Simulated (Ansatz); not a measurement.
**What a change does: single-point calculation on Ga₃Sb₂**

System: Ga₃Sb₂, charge +1.
Method of the first run: RKS PBE0-D4/def2-TZVP (Ansatz 0.2.0).

The geometry comes from this level: r2SCAN-D4/def2-SVP. Text and figures count atoms from 1; the logs count them from 0 in places.

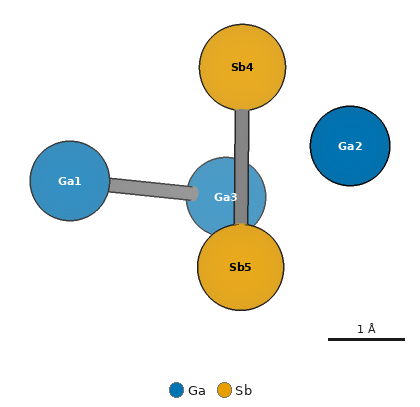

The structure (ball-and-stick view, seen at a tilt; atoms are numbered from 1 in the order of the input). Sticks mark near contacts. Bond lengths as drawn: Ga–Ga 2.57 Å and Sb–Sb 2.68 Å.

### The input, the first run
```yaml
crystal:
  periodic: [false, false, false]
  atoms:
    - {symbol: Ga, position_ang: [0.997202, -0.148441, 2.059924]}
    - {symbol: Ga, position_ang: [-2.551211, -0.464891, -1.722449]}
    - {symbol: Ga, position_ang: [2.379799, 0.795181, 0.107975]}
    - {symbol: Sb, position_ang: [0.016630, -1.322678, -0.522917]}
    - {symbol: Sb, position_ang: [-0.842421, 1.140829, 0.077467]}
basis:
  gaussian: {orbitals: def2-TZVP, initial_orbitals: start.molden}
total_charge: 1
hamiltonian: {xc: pbe0, dispersion: d4}
scf: {omitted_lower_state_checks: [starts]}
output: {orbitals: {seedname: orbitals}}
```

Command:
```bash
ansatz run in.yaml --threads 4 --pin off --events-out ev --progress --plain --max-ram 4787MiB
```

Hardware: 4 threads of Arm Neoverse V1, 23 GiB of memory available, shared host.

### Output (the first run)
```
Functional definition: PBE0
  parameter a = 0.25
  parameter kappa = 0.804
  parameter beta = 0.06672455060314922
  exchange = (1 - a)*pbe_x(kappa = kappa, mu = beta*pi^2/3) + a*exact_x
  correlation = pbe_c(beta = beta)
these checks for a lower state are left out or cut short: starts
2121 factors; their error is unknown
mean field evaluation 1: about -170152.0467 eV, gradient 2.2e2 eV
mean field evaluation 2: about -170163.2688 eV, gradient 2.1e1 eV
mean field evaluation 4: about -170177.3815 eV, gradient 1.4e1 eV
mean field evaluation 8: about -170184.4784 eV, gradient 1.3e-2 eV
mean field -170185.37155516 eV, -6254.1970488642 hartree, gradient 1.2e-5 eV, S^2 0.000000; 0 other end points of the search recorded, 0 dependent functions left out
reference -170185.37158586 eV, -6254.1970499922 hartree; 69, 69 occupied and 175, 175 virtual orbitals, 2121 factors
Total energy: -170185.67645988 eV, -6254.2082539061 hartree
Checks for a lower state left out: starts
```

The second run used a changed input.

### The two runs side by side

| quantity | the first run | the second run |
| --- | --- | --- |
| outcome | converged | converged |
| total energy (hartree) | −6254.208254 | −6253.452316 |
| HOMO (eV) | −10.01 | −10.08 |
| LUMO (eV) | −7.52 | −7.59 |
| basis functions | 244 | 148 |
| wall time (shared host) | 17 s | 5.5 s |

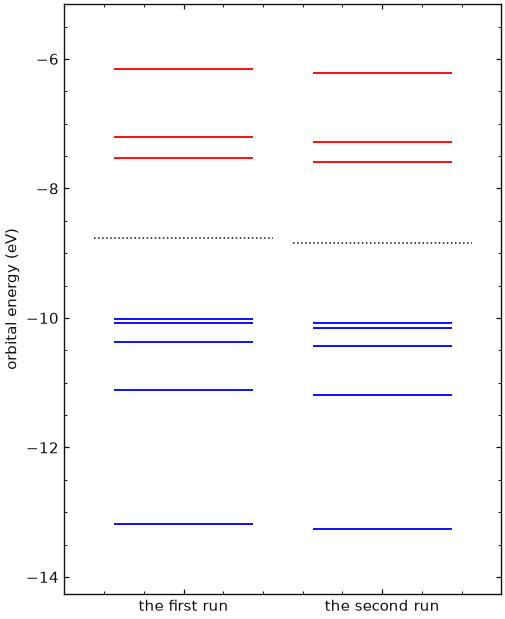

The five highest filled and three lowest empty orbital energies of the two runs; the dotted lines part filled from empty levels. The HOMO–LUMO gap is 2.49 eV in the first run and 2.49 eV in the second run.

What was changed in the input?

The change (lines with − go, lines with + come):
```diff
-  gaussian: {orbitals: def2-TZVP, initial_orbitals: start.molden}
+  gaussian: {orbitals: def2-SVP, initial_orbitals: start.molden}
```

The total energy of the second run is 474.4 kcal/mol higher, which measures the change of basis and not a stability. The HOMO goes from −10.01 to −10.08 eV. The LUMO goes from −7.52 to −7.59 eV. The basis functions go from 244 to 148. On the same kind of shared host the second run took about 0.33 times as long.

### Output (the second run)
```
Functional definition: PBE0
  parameter a = 0.25
  parameter kappa = 0.804
  parameter beta = 0.06672455060314922
  exchange = (1 - a)*pbe_x(kappa = kappa, mu = beta*pi^2/3) + a*exact_x
  correlation = pbe_c(beta = beta)
these checks for a lower state are left out or cut short: starts
1625 factors; integrals over basis functions are off by at most 4.5e-4 eV
mean field evaluation 1: about -170164.6516 eV, gradient 2.7e1 eV
mean field evaluation 2: about -170164.7694 eV, gradient 1.9e-1 eV
mean field evaluation 4: about -170164.8014 eV, gradient 3.5e-4 eV
mean field -170164.80144561 eV, -6253.4411112812 hartree, gradient 3.5e-5 eV, S^2 0.000000; 0 other end points of the search recorded, 0 dependent functions left out
reference -170164.80147485 eV, -6253.4411123557 hartree; 69, 69 occupied and 79, 79 virtual orbitals, 1625 factors
Total energy: -170165.10634888 eV, -6253.4523162696 hartree
Checks for a lower state left out: starts
```
